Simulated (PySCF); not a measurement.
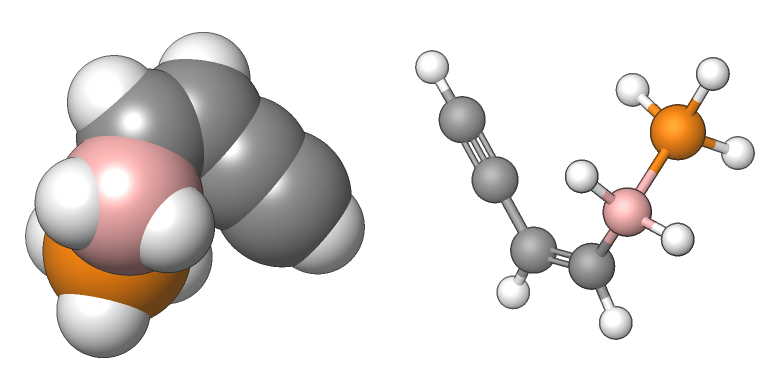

Two views of one molecule. Colours: carbon grey, boron pink, phosphorus orange, hydrogen white.

What is the molecular formula?

Answer. C₄H₈BP, 14 atoms: 4 carbon, 8 hydrogen, 1 boron and 1 phosphorus.

Which point group does it belong to?

Answer. C1.

The parts below concern this one geometry. Atoms keep their numbers from picture to picture. Computed geometry: PBE0-D3(BJ)/def2-SVP optimisation. No frequency run is at hand to confirm it as a minimum.

**Geometry**

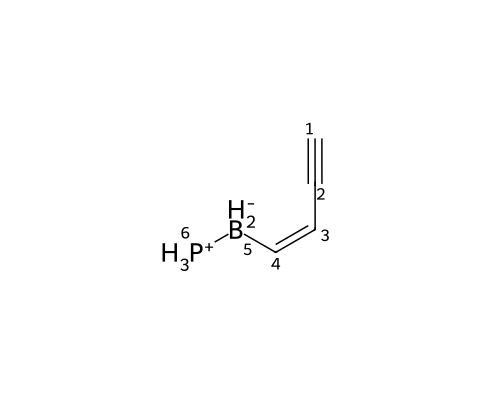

A structural formula, with wedges where it has stereocentres; small numbers name the atoms. The configuration is that of a computed structure (PBE0-D3(BJ)/def2-SVP).

Assign CIP descriptors.

Answer. C3=C4: Z.

**Core levels**

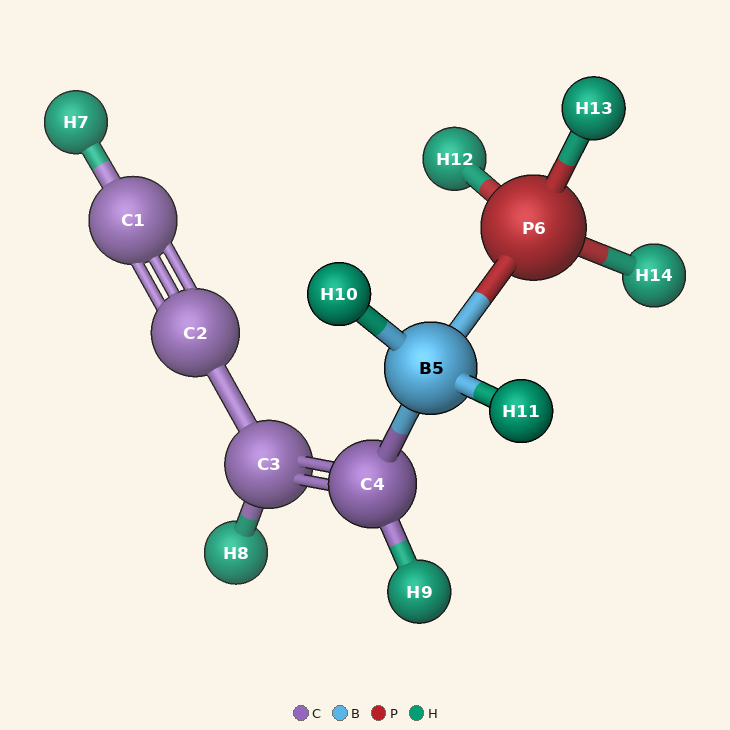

No frequency run is at hand to confirm it as a minimum. Method: delta-SCF UKS SCAN, pcX-1 on the ionised atom, pcseg-1 elsewhere, spin-free X2C (PySCF 2.14.0).

Give the core-electron binding energies (to vacuum; p and d levels without spin–orbit splitting) of C1 1s, C2 1s, C3 1s, C4 1s, B5 1s, P6 1s, P6 2p.

| atom | level | binding energy (eV) |
| --- | --- | --- |
| C1 | 1s | 289.8 |
| C2 | 1s | 290.4 |
| C3 | 1s | 290.4 |
| C4 | 1s | 289.4 |
| B5 | 1s | 193.9 |
| P6 | 1s | 2151.8 |
| P6 | 2p | 138.5 |

**Levels of theory compared**

No frequency run is at hand to confirm it as a minimum. Program: PySCF 2.14.0.

At this fixed geometry, give dipole (D) at these levels: B3LYP/def2-SVPD; BHandHLYP/def2-SVPD; CAM-B3LYP/def2-SVPD; LC-wPBE/def2-SVPD; LDA/def2-SVPD; PBE/def2-SVPD; PBE0/6-31G*; PBE0/def2-SVP; PBE0/def2-SVPD; ωB97X-D/def2-SVPD.

```tsv
level	dipole (D)
B3LYP/def2-SVPD	3.72
BHandHLYP/def2-SVPD	3.88
CAM-B3LYP/def2-SVPD	3.86
LC-wPBE/def2-SVPD	3.99
LDA/def2-SVPD	3.63
PBE/def2-SVPD	3.60
PBE0/6-31G*	3.87
PBE0/def2-SVP	4.01
PBE0/def2-SVPD	3.76
ωB97X-D/def2-SVPD	3.84
```

**Polarisability**

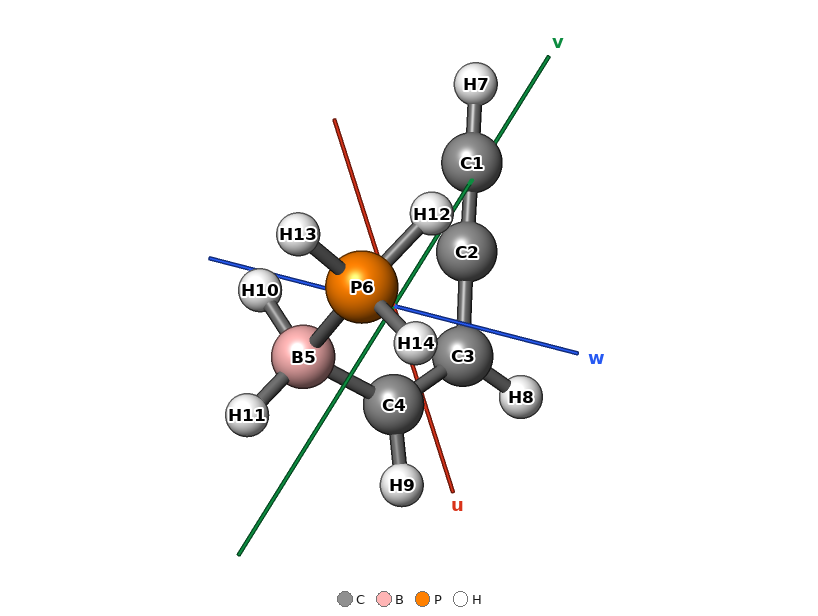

The lines u, v and w are the principal axes of the static dipole polarisability. No frequency run is at hand to confirm it as a minimum. Computed with PBE/def2-SVPD (PySCF 2.14.0).

Along which axis is the molecule most polarisable, and along which least?

Answer. Most along v, least along w.

Give the three principal values.

Answer. u 97.8, v 117.3, w 74.7 bohr³; mean 96.6, anisotropy 36.9 bohr³.

**Excitation**

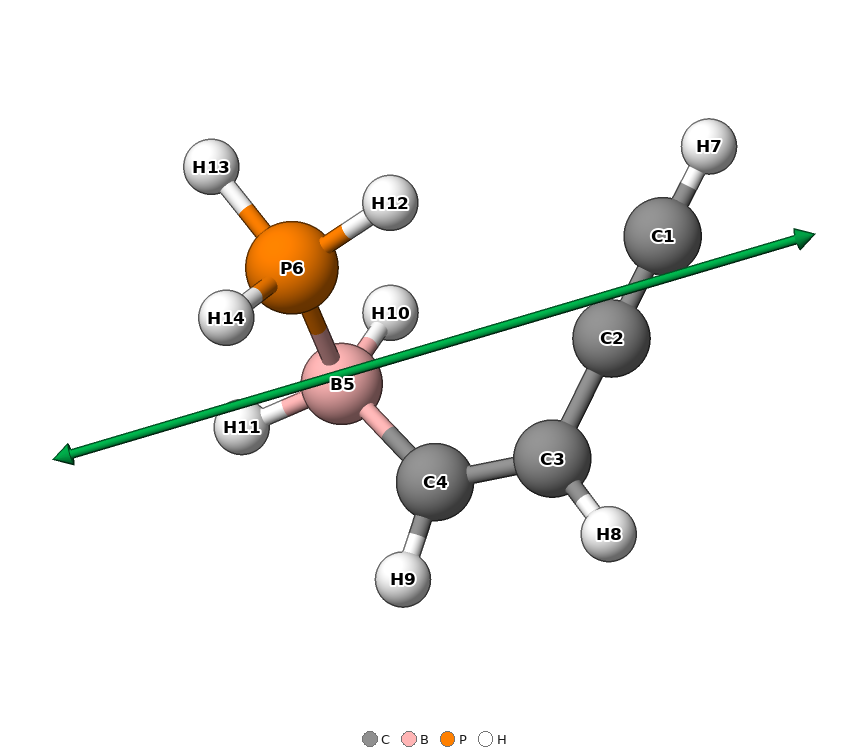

The double arrow shows the direction of the transition dipole to excited singlet state 1 (its length means nothing). No frequency run is at hand to confirm it as a minimum. Level of theory: TDDFT ωB97X-D/def2-SVPD, vertical, gas phase, core orbitals frozen in the response (PySCF 2.14.0).

How is the transition polarised?

Answer. Close to the long direction C1···P6.

Where does the transition lie, and how strong is it?

Answer. 5.24 eV (237 nm), oscillator strength 0.26, mainly HOMO → LUMO (weight 0.91); transition dipole 3.60 D.
